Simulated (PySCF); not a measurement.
Consider C₃H₁₁BOSi₂ (SMILES [SiH3][SiH2]BC1COC1).

| atom | x (Å) | y (Å) | z (Å) |
| --- | --- | --- | --- |
| Si | 2.2825 | 1.0976 | -0.3057 |
| Si | 1.5906 | -1.1274 | -0.4608 |
| B | -0.1216 | -1.2538 | 0.4467 |
| C | -1.4595 | -0.7016 | -0.1704 |
| C | -1.6986 | 0.7648 | 0.2796 |
| O | -1.6264 | 1.2298 | -1.0630 |
| C | -1.4962 | -0.0965 | -1.5846 |
| H | 2.2440 | 1.5683 | 1.0850 |
| H | 1.4281 | 1.9996 | -1.0763 |
| H | 3.6551 | 1.2965 | -0.7740 |
| H | 1.6075 | -1.4969 | -1.8899 |
| H | 2.6578 | -1.9812 | 0.0947 |
| H | -0.1944 | -1.5567 | 1.5806 |
| H | -2.3282 | -1.3306 | 0.0362 |
| H | -0.9184 | 1.2109 | 0.9060 |
| H | -2.6767 | 0.9614 | 0.7296 |
| H | -2.3658 | -0.3728 | -2.1902 |
| H | -0.5885 | -0.2050 | -2.1847 |

Geometry: GFN2-xTB.

The calculation used PBE0/pcSseg-1, SCF density, gas phase, non-relativistic in PySCF.

**What can the converged electron density and electron localisation function tell about the bonding?**

C–C (1.54 Å): the density is about 1.6 e/Å³ at the midpoint; the ELF peaks at about 0.95 between the atoms: a covalent bond.
C–B (1.57 Å): the density is about 1.4 e/Å³ at the midpoint; the ELF peaks at about 0.95 between the atoms (localised, covalent bonding).
Si–B (1.94 Å): ρ at the midpoint is about 0.85 e/Å³; the ELF peaks at about 1 between the atoms: localised, covalent bonding.
C–H (1.09 Å): ρ is about 2 e/Å³ halfway; the ELF climbs to about 1 towards the hydrogen, as it does in any bond to H; a covalent bond by its length.

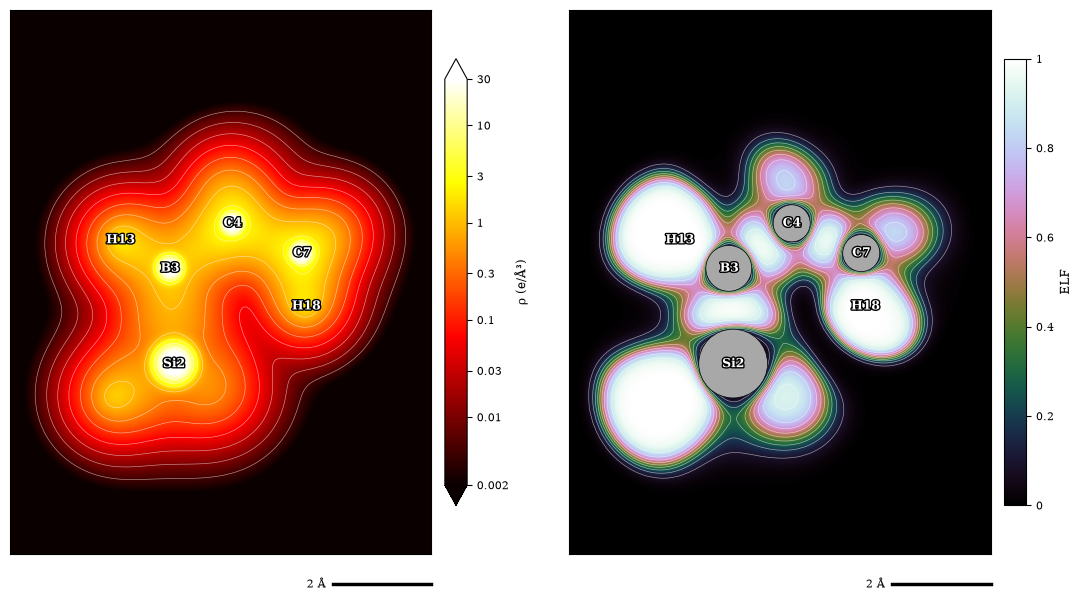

Computed electron density and electron localisation function on the plane of atoms B3, C4 and C7, in this order. Grey discs cover the atomic cores in the ELF map. 
